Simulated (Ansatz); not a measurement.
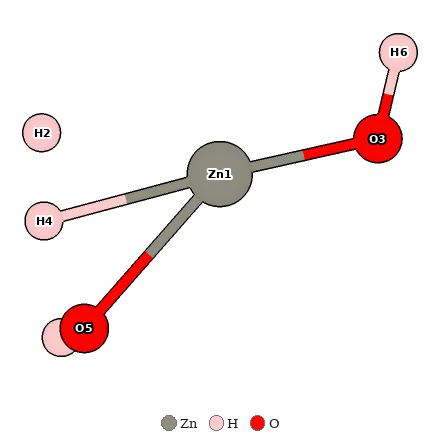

The system is the reacting system H₄O₂Zn (fragments H₄O₂Zn where the first distance is long, H₂O₂Zn + H₂ where the second is long); the picture shows the reference structure. First axis: distance H2–H4 (bond that forms). Second axis: distance H4–O5 (bond that breaks). Relaxed at each point: all other coordinates. The scan uses a 13 × 13 grid. At 2 points there is no value. Points are written as (first, second). Energies: eV, counted from the lowest grid point. Energies and slopes of some neighbouring points disagree (a jump in structure or state, or too coarse a mesh). The reference is spin-restricted, so regions where a bond is pulled apart into radicals lie too high. Theory: RKS SPW92 (LDA)/def2-SVP (Ansatz).

Its coordinates:

```json
{"atom": "Zn", "x (Å)": "0.2217", "y (Å)": "-0.4931", "z (Å)": "-0.1096"}
{"atom": "H", "x (Å)": "-0.6758", "y (Å)": "0.8494", "z (Å)": "-1.3174"}
{"atom": "O", "x (Å)": "0.7575", "y (Å)": "-2.0994", "z (Å)": "0.3499"}
{"atom": "H", "x (Å)": "-0.4111", "y (Å)": "1.3166", "z (Å)": "-0.4921"}
{"atom": "O", "x (Å)": "0.1202", "y (Å)": "1.5678", "z (Å)": "0.6423"}
{"atom": "H", "x (Å)": "0.6071", "y (Å)": "-2.7527", "z (Å)": "-0.3595"}
{"atom": "H", "x (Å)": "-0.6194", "y (Å)": "1.6114", "z (Å)": "1.2864"}
```

Range: distance H2–H4 (bond that forms) from 0.666 to 2.466 Å; distance H4–O5 (bond that breaks) from 0.873 to 2.673 Å.

Question: What landscape does the calculation give?

Answer: The lowest grid point is at (2.466 Å, 0.954 Å). It lies at the edge of the scanned range, so the true minimum may lie outside. Other grid points that lie below all their neighbours: (0.747 Å, 2.129 Å) (0.65 eV higher). The energy also falls towards the edge at (2.466 Å, 2.673 Å) (0.70 eV above the lowest), where a further well may lie outside the range. The highest grid point, (0.666 Å, 0.873 Å), lies 4.33 eV above the lowest.

```
second ↓, first →  0.666  0.747  0.858  0.984  1.122  1.269  1.423  1.584  1.750  1.922  2.099  2.280  2.466
            2.673   0.96   0.70   0.75   1.09   1.61   2.19   2.75   3.27   0.98   0.90   0.83   0.77   0.70
            2.487   0.94   0.67   0.71   1.05   1.57   2.16   2.73   3.25   2.99   3.09      –      –   0.98
            2.306   0.92   0.65   0.69   1.02   1.53   2.11   2.69   3.22   2.99   3.08   3.16   3.24   1.26
            2.129   0.93   0.65   0.67   0.99   1.48   2.04   2.61   3.15   3.00   3.09   3.17   3.24   3.34
            1.957   0.96   0.66   0.67   0.96   1.43   1.97   2.48   2.77   2.96   3.08   3.16   3.30   3.40
            1.791   1.03   0.72   0.71   0.96   1.38   1.87   2.27   2.56   2.77   2.93   3.05   3.15   3.25
            1.630   1.16   0.83   0.77   0.98   1.33   1.70   2.00   2.24   2.44   2.60   2.71   2.75   2.78
            1.476   1.42   1.03   0.89   1.02   1.24   1.45   1.64   1.81   1.96   2.08   2.12   2.12   2.10
            1.329   1.84   1.36   1.10   1.06   1.07   1.12   1.20   1.28   1.36   1.43   1.42   1.39   1.34
            1.191   2.46   1.84   1.38   1.05   0.86   0.78   0.75   0.75   0.77   0.79   0.75   0.69   0.63
            1.065   3.24   2.40   1.62   1.09   0.76   0.56   0.45   0.38   0.35   0.32   0.30   0.19   0.11
            0.954   3.62   2.70   2.04   1.39   0.95   0.67   0.49   0.37   0.29   0.24   0.20   0.09   0.00
            0.873   4.33   3.32   2.43   1.84   1.48   1.14   0.92   0.77   0.67   0.60   0.55   0.44   0.34
```

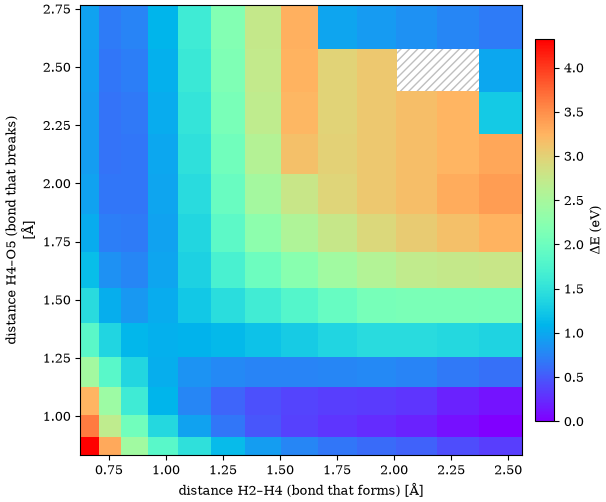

In the figure: one coloured cell a grid point, hatched blanks where no value was computed.

Time for the 167 points that were run: 36 min on 1 thread of Intel(R) Xeon(R) Platinum 8259CL CPU @ 2.50GHz (Skylake/Cascade Lake), with other jobs on the host.
